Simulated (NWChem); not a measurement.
**the pair BH3O···BHF2: a chain of runs**

Wanted: a single-point energy (singlet B2H4OF2, PBE0-D2/pcseg-1), then a single-point energy (singlet BH3O, PBE0-D2/pcseg-1), then a single-point energy (singlet BHF2, PBE0-D2/pcseg-1), then a single-point energy (singlet BH3O, PBE0-D2/pcseg-1), then a single-point energy (singlet BHF2, PBE0-D2/pcseg-1) of B2F2H4O and its partners. 

The calculation is run with NWChem 7.3.0.

### 1 Starting point

B2H4OF2 has 9 atoms, charge 0, and is taken as a singlet. The two molecules were placed rigidly side by side, at 0.9 times their contact distance; the pair isn't optimised.

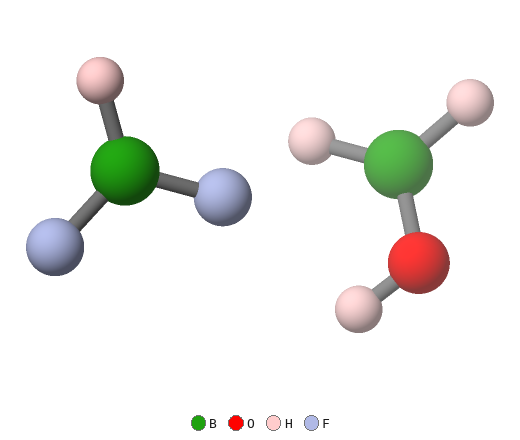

Viewed from a chosen angle; boron green, oxygen red, hydrogen pink, fluorine light blue.

### 2 A single-point energy at PBE0-D2/pcseg-1 (run 1)

nw.nw reads:

```
START nw
TITLE "B2F2H4O PBE0"
memory total 2200 mb

GEOMETRY units au noautosym nocenter noautoz
B     -0.44710920    -0.63887861     0.15680947
O      0.76250449     1.54299918     0.66930320
H     -1.56903960    -1.60774119     1.86342114
H     -0.37907906    -1.53857722    -1.92718050
H      1.63272337     2.24219784    -0.76235331
F      7.62334416    -1.79546659    -5.00212395
B      6.15995915    -3.04196773    -3.43251743
F      4.88696404    -1.74487862    -1.74283771
H      5.99224595    -5.28441124    -3.53864445
END

BASIS spherical bse
* library pcseg-1
END

DFT
xc pbe0
mult 1
disp vdw 2
grid fine
convergence energy 1e-08
maxiter 100
mulliken
print low
END

TASK dft energy
```

Launch:

```sh
$ nwchem nw.nw > nw.out
```

Standard output:

```text
[...]
 d= 0,ls=0.0,diis     1   -326.6246650267 -4.71D+02  1.41D-02  9.94D-01     1.0
[...]
 d= 0,ls=0.0,diis     8   -326.7384566336 -4.37D-09  1.96D-06  8.39D-08     6.7
         Total DFT energy =     -326.738456633630
      One electron energy =     -736.558927280120
           Coulomb energy =      304.612505520362
    Exchange-Corr. energy =      -38.811957696623
 Nuclear repulsion energy =      144.022524973951
    Dispersion correction =       -0.002602151201
[...]
      Total Density - Mulliken Population Analysis
     ---------------------------------------------
    Atom       Charge   Shell Charges
 -----------   ------   -------------------------------------------------------
    1 B    5     4.81   1.99  0.66  0.32  1.51  0.26  0.07
    2 O    8     8.32   2.00  0.91  0.80  2.97  1.63  0.01
    3 H    1     1.04   0.78  0.25  0.01
    4 H    1     1.08   0.78  0.29  0.01
    5 H    1     0.76   0.68  0.02  0.06
    6 F    9     9.23   2.00  0.95  0.94  3.45  1.88  0.01
    7 B    5     4.45   1.99  0.63  0.15  1.40  0.14  0.14
    8 F    9     9.24   2.00  0.95  0.95  3.45  1.89  0.01
    9 H    1     1.07   0.78  0.29  0.01
[...]
```

Wall time 7.5 s (1 thread of Intel Xeon 6975P-C (Granite Rapids), shared host); peak memory 0.12 GiB.

### 3 BH3O: a single-point energy at PBE0-D2/pcseg-1 (run 2)

bh3o.nw reads:

```
start bh3o
title "BH3O PBE0"
memory total 2200 mb
charge 0

geometry noautosym nocenter noautoz
B       -0.236600      -0.338080       0.082980
O        0.403500       0.816520       0.354180
H       -0.830300      -0.850780       0.986080
H       -0.200600      -0.814180      -1.019820
H        0.864000       1.186520      -0.403420
end

basis "ao basis" spherical bse
B library pcseg-1
O library pcseg-1
H library pcseg-1
end

dft
xc pbe0
disp vdw 2
grid fine
convergence energy 1e-08
iterations 100
mulliken
print low
end

task dft energy
```

Launch:

```sh
$ nwchem bh3o.nw > bh3o.out
```

Standard output:

```text
[...]
 d= 0,ls=0.0,diis     1   -101.7193659718 -1.32D+02  1.94D-02  3.74D-01     0.3
[...]
 d= 0,ls=0.0,diis     8   -101.7637940078  6.13D-11  8.81D-07  4.78D-09     1.5
         Total DFT energy =     -101.763794007834
      One electron energy =     -198.284884756902
           Coulomb energy =       79.760655989278
    Exchange-Corr. energy =      -13.643435402062
 Nuclear repulsion energy =       30.404690156908
    Dispersion correction =       -0.000819995056
[...]
      Total Density - Mulliken Population Analysis
     ---------------------------------------------
    Atom       Charge   Shell Charges
 -----------   ------   -------------------------------------------------------
    1 B    5     4.82   1.99  0.66  0.32  1.51  0.26  0.06
    2 O    8     8.32   2.00  0.91  0.80  2.97  1.63  0.01
    3 H    1     1.04   0.78  0.25  0.01
    4 H    1     1.07   0.78  0.28  0.01
    5 H    1     0.76   0.69  0.01  0.06
[...]
```

It took 2.1 s on 1 thread of Intel Xeon 6975P-C (Granite Rapids), shared host; peak memory 0.11 GiB.

### 4 BHF2: a single-point energy at PBE0-D2/pcseg-1 (run 3)

input.nw reads:

```
start input
memory total 2200 mb

geometry noautosym nocenter noautoz
F     4.034100   -0.950120   -2.647010
B     3.259710   -1.609740   -1.816410
F     2.586070   -0.923350   -0.922270
H     3.170960   -2.796390   -1.872570
end

basis spherical bse
* library pcseg-1
end

dft
xc pbe0
disp vdw 2
grid fine
convergence energy 1e-08
maxiter 100
mulliken
print low
end

task dft energy
```

Launch:

```sh
$ nwchem input.nw > input.out
```

Standard output:

```text
[...]
 d= 0,ls=0.0,diis     1   -224.9016472950 -2.87D+02  1.96D-02  6.30D-01     0.2
[...]
 d= 0,ls=0.0,diis     7   -224.9721770116 -4.81D-09  6.33D-07  4.04D-09     1.2
         Total DFT energy =     -224.972177011617
      One electron energy =     -434.922198041944
           Coulomb energy =      173.228484402832
    Exchange-Corr. energy =      -25.166554652252
 Nuclear repulsion energy =       61.888582665312
    Dispersion correction =       -0.000491385565
[...]
      Total Density - Mulliken Population Analysis
     ---------------------------------------------
    Atom       Charge   Shell Charges
 -----------   ------   -------------------------------------------------------
    1 F    9     9.23   2.00  0.95  0.94  3.45  1.89  0.01
    2 B    5     4.46   1.99  0.62  0.15  1.40  0.14  0.14
    3 F    9     9.23   2.00  0.95  0.94  3.45  1.89  0.01
    4 H    1     1.08   0.78  0.29  0.01
[...]
```

It took 1.8 s on 1 thread of Intel Xeon 6975P-C (Granite Rapids), shared host; peak memory 0.1 GiB.

### 5 BH3O among ghost functions: the energy at PBE0-D2/pcseg-1 (with ghost functions) (run 4)

a.nw reads:

```
start a
memory stack 880 mb heap 220 mb global 1100 mb

geometry units angstroms noautosym nocenter noautoz
   B     -0.236600    -0.338080     0.082980
   O      0.403500     0.816520     0.354180
   H     -0.830300    -0.850780     0.986080
   H     -0.200600    -0.814180    -1.019820
   H      0.864000     1.186520    -0.403420
   bqF      4.034100    -0.950120    -2.647010
   bqB      3.259710    -1.609740    -1.816410
   bqF      2.586070    -0.923350    -0.922270
   bqH      3.170960    -2.796390    -1.872570
end

basis spherical bse
   B library pcseg-1
   O library pcseg-1
   H library pcseg-1
   bqF library F pcseg-1
   bqB library B pcseg-1
   bqH library H pcseg-1
end

dft
   xc pbe0
   disp vdw 2
   grid fine
   convergence energy 1e-08
   iterations 100
   mulliken
   print low
end

task dft energy
```

Launch:

```sh
$ nwchem a.nw > a.out
```

Standard output:

```text
[...]
 d= 0,ls=0.0,diis     1   -101.7196591219 -1.32D+02  9.40D-03  3.74D-01     1.0
[...]
 d= 0,ls=0.0,diis     8   -101.7640762094  6.03D-11  4.29D-07  4.86D-09     6.4
         Total DFT energy =     -101.764076209351
      One electron energy =     -198.283780892234
           Coulomb energy =       79.759025961010
    Exchange-Corr. energy =      -13.643191439979
 Nuclear repulsion energy =       30.404690156908
    Dispersion correction =       -0.000819995056
[...]
      Total Density - Mulliken Population Analysis
     ---------------------------------------------
    Atom       Charge   Shell Charges
 -----------   ------   -------------------------------------------------------
    1 B    5     4.82   1.99  0.66  0.32  1.51  0.26  0.06
    2 O    8     8.32   2.00  0.91  0.80  2.97  1.63  0.01
    3 H    1     1.04   0.78  0.25  0.01
    4 H    1     1.07   0.78  0.27  0.01
    5 H    1     0.75   0.68  0.01  0.06
    6 X    0    -0.00   0.00  0.00 -0.00 -0.00 -0.00 -0.00
    7 X    0     0.00   0.00  0.00 -0.00  0.00  0.00  0.00
    8 X    0     0.00   0.00  0.00 -0.00 -0.00  0.00 -0.00
    9 X    0     0.00  -0.00  0.00 -0.00
[...]
```

Run time: 7.2 s. Hardware: 1 thread of Intel Xeon 6975P-C (Granite Rapids), shared host; peak memory 0.11 GiB.

### 6 BHF2 among ghost functions: the energy at PBE0-D2/pcseg-1 (with ghost functions) (run 5)

struct.nw reads:

```
start struct
memory stack 880 mb heap 220 mb global 1100 mb

geometry noautosym nocenter noautoz
 F      4.034100    -0.950120    -2.647010
 B      3.259710    -1.609740    -1.816410
 F      2.586070    -0.923350    -0.922270
 H      3.170960    -2.796390    -1.872570
 bqB     -0.236600    -0.338080     0.082980
 bqO      0.403500     0.816520     0.354180
 bqH     -0.830300    -0.850780     0.986080
 bqH     -0.200600    -0.814180    -1.019820
 bqH      0.864000     1.186520    -0.403420
end

basis spherical bse
 F library pcseg-1
 B library pcseg-1
 H library pcseg-1
 bqB library B pcseg-1
 bqO library O pcseg-1
 bqH library H pcseg-1
end

dft
 xc pbe0
 disp vdw 2
 grid fine
 convergence energy 1e-08
 iterations 100
 mulliken
 print low
end

task dft
```

Launch:

```sh
$ nwchem struct.nw > struct.out
```

Standard output:

```text
[...]
 d= 0,ls=0.0,diis     1   -224.9023177588 -2.87D+02  1.03D-02  6.30D-01     1.0
[...]
 d= 0,ls=0.0,diis     8   -224.9729429241 -5.68D-09  4.40D-08  2.29D-11     6.6
         Total DFT energy =     -224.972942924088
      One electron energy =     -434.899505118657
           Coulomb energy =      173.202485878051
    Exchange-Corr. energy =      -25.164014963230
 Nuclear repulsion energy =       61.888582665312
    Dispersion correction =       -0.000491385565
[...]
      Total Density - Mulliken Population Analysis
     ---------------------------------------------
    Atom       Charge   Shell Charges
 -----------   ------   -------------------------------------------------------
    1 F    9     9.23   2.00  0.95  0.94  3.45  1.88  0.01
    2 B    5     4.45   1.99  0.62  0.15  1.40  0.14  0.14
    3 F    9     9.23   2.00  0.95  0.95  3.45  1.88  0.01
    4 H    1     1.08   0.78  0.29  0.01
    5 X    0     0.00  -0.00 -0.00  0.00  0.00  0.00  0.00
    6 X    0     0.00  -0.00 -0.00 -0.00 -0.00  0.00  0.00
    7 X    0    -0.00  -0.00 -0.00 -0.00
    8 X    0     0.00  -0.00  0.00  0.00
    9 X    0     0.00  -0.00  0.00  0.00
[...]
```

It took 7.2 s on 1 thread of Intel Xeon 6975P-C (Granite Rapids), shared host; peak memory 0.12 GiB.

### 7 Summary of results

| quantity | value |
| --- | --- |
| run 1, PBE0-D2/pcseg-1: total energy | -326.73846 Eh |
| run 1, PBE0-D2/pcseg-1: dispersion energy | -6.83 kJ/mol |
| BH3O: total energy | -101.76379 Eh |
| BH3O: dispersion energy | -2.15 kJ/mol |
| BHF2: total energy | -224.97218 Eh |
| BHF2: dispersion energy | -1.29 kJ/mol |
| BH3O among ghost functions: total energy | -101.76408 Eh |
| BH3O among ghost functions: dispersion energy | -2.15 kJ/mol |
| BHF2 among ghost functions: total energy | -224.97294 Eh |
| BHF2 among ghost functions: dispersion energy | -1.29 kJ/mol |
| interaction energy of the rigid parts BH3O and BHF2 (parts in their own basis; closest atoms 2.77 Å apart) | -0.068 eV |
| interaction energy of the rigid parts BH3O and BHF2 (parts in the whole basis, counterpoise; closest atoms 2.77 Å apart) | -0.039 eV |

The interaction energy of the rigid parts BH3O and BHF2 (parts in their own basis; closest atoms 2.77 Å apart) is −0.07 eV (−1.6 kcal/mol): the parts attract. Without counterpoise this holds the superposition error of the basis. The interaction energy of the rigid parts BH3O and BHF2 (parts in the whole basis, counterpoise; closest atoms 2.77 Å apart) is −0.04 eV (−3.8 kJ/mol): the parts attract. The basis-set superposition error is 2.8 kJ/mol. Mulliken charges (BHF2) run from -0.23 on F1 to +0.54 on B2.
